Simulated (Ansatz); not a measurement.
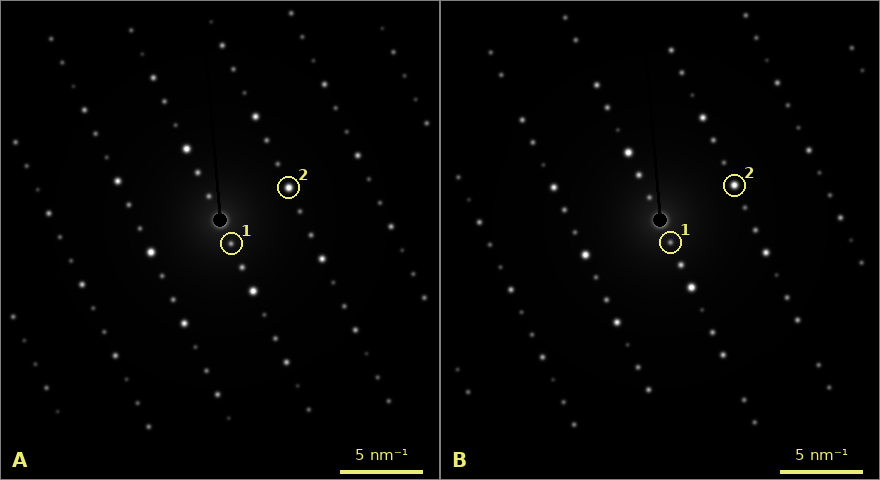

Kinematic electron diffraction patterns (200 kV, B = 0.5 Å², same scale) along [110] of the run's own cell, for the start and the end of one relaxation of HfTi2 with Ansatz 0.2.0, DFT, PAW plane waves, r2scan. k mesh 8×8×8. The start is a generated model structure, and the relaxation ends in the nearest stationary point of its symmetry, not necessarily the ground state. Spot 1 is 0 0 -1 and spot 2 is -1 1 0 in both.

Start structure:

```yaml
crystal:
  lattice:
    - [0.00000, 2.80229, 0.00000]
    - [2.80229, 0.00000, 0.00000]
    - [1.40115, 1.40115, -6.56313]
  atoms:
    - { symbol: Ti, position: [0.32400, 0.32400, 0.35200] }
    - { symbol: Ti, position: [0.67600, 0.67600, 0.64800] }
    - { symbol: Hf, position: [0.00000, 0.00000, 0.00000] }
```

> Which pattern belongs to the start structure, and which to the relaxed one?

B is the start: its cell gives d(1) = 6.563 Å, d(2) = 1.982 Å and an angle of 90.0°. A is the relaxed structure, with d(1) = 6.226 Å (-5.1 %), d(2) = 2.142 Å (+8.1 %) and 90.0°.

> Name reflections whose intensity changes strongly on relaxation.

0 0 5 goes from 11 to 5.9 % of the strongest spot.

> What did the relaxation do to the structure and the energy?

The volume changed by +10.8 % to 19.04 Å³ an atom; with the mean shift removed, the atoms moved by up to 0.05 Å relative to the cell (Ti most); the space group stayed I4/mmm (No. 139); the free energy fell by 92 meV an atom. Relaxed cell: a = 3.029 Å, b = 3.029 Å, c = 6.584 Å, α = 76.70°, β = 76.70°, γ = 90.00°.
